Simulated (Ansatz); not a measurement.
**Abstraction of Br: C3H5Br + InH2 → C3H5 + InH2Br**

Species: C3H5Br (allyl bromide) `C=CCBr`, singlet; InH2 `[InH2]`, doublet; C3H5 `[CH2]C=C`, doublet; InH2Br `[Br][InH2]`, singlet. A radical takes Br: the energy is the difference in strength between the C–Br bond broken and the In–Br bond made.

Shapes, held fixed at every level: PBE0-D4/def2-TZVP. Flexible molecules stand in one conformer, not always the lowest. Programs: Ansatz 0.2.0. The zero-point and thermal change to 298 K, harmonic and unscaled (PBE0-D4/def2-TZVP), is -3.8 kJ/mol.

```json
{"level": "HF/def2-TZVPP", "kind": "Hartree–Fock", "ΔH(298 K) (kJ/mol)": "-181.3", "CPU time (sum over the molecules)": "–"}
{"level": "PBE-D4/def2-TZVPP", "kind": "GGA", "ΔH(298 K) (kJ/mol)": "-120.7", "CPU time (sum over the molecules)": "16 s"}
{"level": "B3LYP-D4/def2-TZVPP", "kind": "global hybrid", "ΔH(298 K) (kJ/mol)": "-130.1", "CPU time (sum over the molecules)": "24 s"}
{"level": "BHLYP-D4/def2-TZVPP", "kind": "global hybrid", "ΔH(298 K) (kJ/mol)": "-146.5", "CPU time (sum over the molecules)": "20 s"}
{"level": "PBE0-D4/def2-TZVPP", "kind": "global hybrid", "ΔH(298 K) (kJ/mol)": "-130.7", "CPU time (sum over the molecules)": "18 s"}
{"level": "wB97M-V/def2-TZVPP", "kind": "range-separated hybrid", "ΔH(298 K) (kJ/mol)": "-128.9", "CPU time (sum over the molecules)": "62 s"}
{"level": "B2PLYP/def2-TZVPP", "kind": "double hybrid", "ΔH(298 K) (kJ/mol)": "-129.5", "CPU time (sum over the molecules)": "31 s"}
```

B2PLYP/def2-TZVPP gives ΔH(298 K) = -129.5 kJ/mol; the levels span -181.3 to -120.7. The median of the levels is -130.1. No measured value is set beside it here. Spin contamination: C3H5 (⟨S²⟩ up to 0.95). Open shells run unrestricted unless RO is named. For atoms past krypton def2 sets carry core potentials with scalar relativity. Relativity is left out for Br unless named. Correlated rows may include outer-core shells of Br, In, which these sets cover unevenly. Times are processor times on shared x86 and Arm servers, and rough.

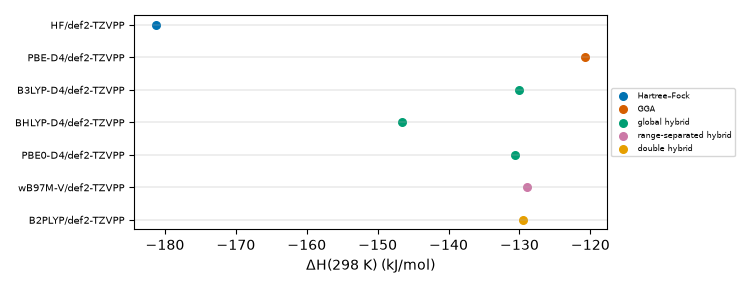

The values of the table, level by level.
